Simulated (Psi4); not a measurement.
# AlClF2 (SMILES [F][Al]([F])[Cl]) at CAM-B3LYP/def2-SVPD

What is the vertical singlet–triplet gap of AlClF2 at CAM-B3LYP/def2-SVPD? The job is set up through an ASE script.

The calculation is run with Psi4 1.11.

1 further run of the same task is left out (set aside as unsound or not needed).

**1. Starting point**

The species is AlClF2 (4 atoms), meant as a singlet with charge 0. SMILES: `[F][Al]([F])[Cl]`. The coordinates come from a PBE0-D4/def2-TZVP relaxation.

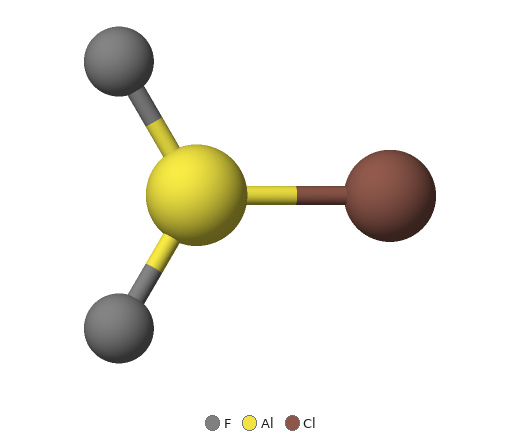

Viewed from a chosen angle; fluorine grey, aluminium yellow, chlorine brown.

**2. The energy at CAM-B3LYP/def2-SVPD**

run_ase.py reads:

```python
import numpy as np
from ase.calculators.psi4 import Psi4
from ase import Atoms

atoms = Atoms(['F', 'Al', 'F', 'Cl'], positions=[
    [0.997200, 0.721760, 1.149640],
    [0.069280, -0.050750, 0.053570],
    [0.273490, -1.653820, -0.164660],
    [-1.339980, 0.982810, -1.038560],
])
calc = Psi4(atoms=atoms, method='cam-b3lyp', basis='def2-SVPD', memory='2200MB', num_threads=1, charge=0, multiplicity=1, label='psi4-calc')
calc.psi4.set_options({'puream': True, 'e_convergence': 1e-09, 'd_convergence': 1e-08, 'scf_type': 'pk', 'dft_radial_points': 99, 'dft_spherical_points': 590})
atoms.calc = calc

print(f'energy: {atoms.get_potential_energy():.6f} eV')
```

Command:

```
python run_ase.py
```

psi4-calc.dat:

```text
[...]
  Running in c1 symmetry.
[...]
  Nuclear repulsion =  198.347935170660406
[...]
  Multiplicity = 1
[...]
  Nalpha       = 24
  Nbeta        = 24
[...]
    Number of basis functions: 97
[...]
   @RKS iter   1:  -902.00388834372347   -5.74054e-01   6.86808e-03 DIIS/ADIIS
[...]
   @RKS iter  10:  -902.15777929370540   -2.38742e-12   6.97775e-09 DIIS
[...]
    Orbital Energies [Eh]
    ---------------------
    Doubly Occupied:
       1A   -101.605027     2A    -56.207976     3A    -24.771574
       4A    -24.771572     5A     -9.558738     6A     -7.325317
       7A     -7.320993     8A     -7.320207     9A     -4.305505
      10A     -2.864707    11A     -2.860093    12A     -2.860039
      13A     -1.248497    14A     -1.239015    15A     -0.925840
      16A     -0.588818    17A     -0.551654    18A     -0.532978
      19A     -0.528064    20A     -0.512248    21A     -0.505267
      22A     -0.482628    23A     -0.428628    24A     -0.421571
[...]
  @RKS Final Energy:  -902.15777929370540
   => Energetics <=
    Nuclear Repulsion Energy =            198.3479351706604064
    One-Electron Energy =               -1645.9555838033550117
    Two-Electron Energy =                 596.9493392173787925
    DFT Exchange-Correlation Energy =     -51.4994698783894975
    Empirical Dispersion Energy =           0.0000000000000000
    VV10 Nonlocal Energy =                  0.0000000000000000
    Total Energy =                       -902.1577792937054028
[...]
 Multipole Moments:
 ------------------------------------------------------------------------------------
     Multipole            Electronic (a.u.)      Nuclear  (a.u.)        Total (a.u.)
 ------------------------------------------------------------------------------------
 L = 1.  Multiply by 2.5417464519 to convert [e a0] to [Debye]
 Dipole X            :          0.6777994           -0.8142203           -0.1364209
 Dipole Y            :         -0.4969261            0.5972125            0.1002864
 Dipole Z            :          0.5249296           -0.6311056           -0.1061760
 Magnitude           :                                                    0.1998533
[...]
```

The script printed:

```text
energy: -24548.963587 eV
```

Run time: 15 s. Hardware: 1 thread of Intel Xeon Platinum 8259CL at 2.50GHz (Skylake/Cascade Lake), shared host; peak memory 1 GiB.

**3. The triplet: energy and gradient at UCAM-B3LYP/def2-SVPD**

alclf2.xyz reads:

```xyz
4
AlClF2
F      0.997200     0.721760     1.149640
Al     0.069280    -0.050750     0.053570
F      0.273490    -1.653820    -0.164660
Cl    -1.339980     0.982810    -1.038560
```

run.py reads:

```python
import numpy as np
from ase.calculators.psi4 import Psi4
from ase.io import read

atoms = read('alclf2.xyz')
calc = Psi4(atoms=atoms, method='cam-b3lyp', basis='def2-SVPD', memory='2200MB', num_threads=1, charge=0, multiplicity=3, label='calc', reference='uks')
calc.psi4.set_options({'puream': True, 'e_convergence': 1e-09, 'd_convergence': 1e-08, 'scf_type': 'pk', 'dft_radial_points': 99, 'dft_spherical_points': 590, 'maxiter': 100})
atoms.calc = calc

forces = atoms.get_forces()
print(f'energy: {atoms.get_potential_energy():.6f} eV')
print('forces / eV A^-1')
print(np.round(forces, 5))
```

Command:

```
python run.py
```

calc.dat:

```text
[...]
  Running in c1 symmetry.
[...]
  Nuclear repulsion =  198.347935170660406
[...]
  Multiplicity = 3
[...]
  Nalpha       = 25
  Nbeta        = 23
[...]
    Number of basis functions: 97
[...]
   @UKS iter   1:  -901.69093981952460   -2.61105e-01   7.32329e-03 ADIIS/DIIS
[...]
   @UKS iter  15:  -901.89106605759855   -9.20863e-12   6.73764e-09 DIIS
[...]
   @S^2 Observed:                2.003903962E+00
[...]
    Orbital Energies [Eh]
    ---------------------
    Alpha Occupied:
       1A   -101.756536     2A    -56.161474     3A    -24.746398
       4A    -24.746395     5A     -9.710194     6A     -7.488310
       7A     -7.470050     8A     -7.466317     9A     -4.264526
      10A     -2.821215    11A     -2.819090    12A     -2.818346
      13A     -1.224556    14A     -1.215428    15A     -1.072224
      16A     -0.619886    17A     -0.598165    18A     -0.551201
      19A     -0.546362    20A     -0.528937    21A     -0.503672
      22A     -0.498635    23A     -0.484813    24A     -0.482215
      25A     -0.175091
    Alpha Virtual:
[...]
  @UKS Final Energy:  -901.89106605759855
   => Energetics <=
    Nuclear Repulsion Energy =            198.3479351706604064
    One-Electron Energy =               -1644.3998510102724140
    Two-Electron Energy =                 595.6032065547557295
    DFT Exchange-Correlation Energy =     -51.4423567727422295
    Empirical Dispersion Energy =           0.0000000000000000
    VV10 Nonlocal Energy =                  0.0000000000000000
    Total Energy =                       -901.8910660575985503
[...]
 Multipole Moments:
 ------------------------------------------------------------------------------------
     Multipole            Electronic (a.u.)      Nuclear  (a.u.)        Total (a.u.)
 ------------------------------------------------------------------------------------
 L = 1.  Multiply by 2.5417464519 to convert [e a0] to [Debye]
 Dipole X            :         -0.5182254           -0.8142203           -1.3324456
 Dipole Y            :          0.3794578            0.5972125            0.9766704
 Dipole Z            :         -0.4005090           -0.6311056           -1.0316146
 Magnitude           :                                                    1.9476974
[...]
  -Total Gradient:
     Atom            X                  Y                   Z
    ------   -----------------  -----------------  -----------------
       1       -0.016800416774    -0.023000724737    -0.022214426520
       2       -0.057300094051     0.041972593249    -0.044317407153
       3        0.000799122851     0.034775309978     0.009748800833
       4        0.073260481484    -0.053716899883     0.056750825697
[...]
```

The script printed:

```text
energy: -24541.705950 eV
forces / eV A^-1
[[ 0.86391  1.18274  1.14231]
 [ 2.94649 -2.15832  2.27889]
 [-0.04109 -1.78822 -0.5013 ]
 [-3.76721  2.76223 -2.91824]]
```

Run time: 42 s. Hardware: 1 thread of Intel Xeon Platinum 8259CL at 2.50GHz (Skylake/Cascade Lake), shared host; peak memory 1 GiB.

**4. Outcome**

Level: CAM-B3LYP/def2-SVPD.

| quantity | value |
| --- | --- |
| singlet: total energy | -902.15778 Eh |
| singlet: dipole moment | 0.51 D |
| singlet: HOMO energy | -11.47 eV |
| singlet: LUMO energy | -0.86 eV |
| singlet: HOMO–LUMO gap | 10.61 eV |
| triplet: total energy | -901.89107 Eh |
| triplet: dipole moment | 4.95 D |
| triplet: HOMO energy (highest over α and β) | -4.76 eV |
| triplet: ⟨S²⟩ | 2.004 |
| triplet: largest force on an atom | 5.508 eV/Å |
| vertical energy of the triplet above the singlet | 7.258 eV |

At this shape the triplet lies 7.26 eV (167 kcal/mol) above the singlet.
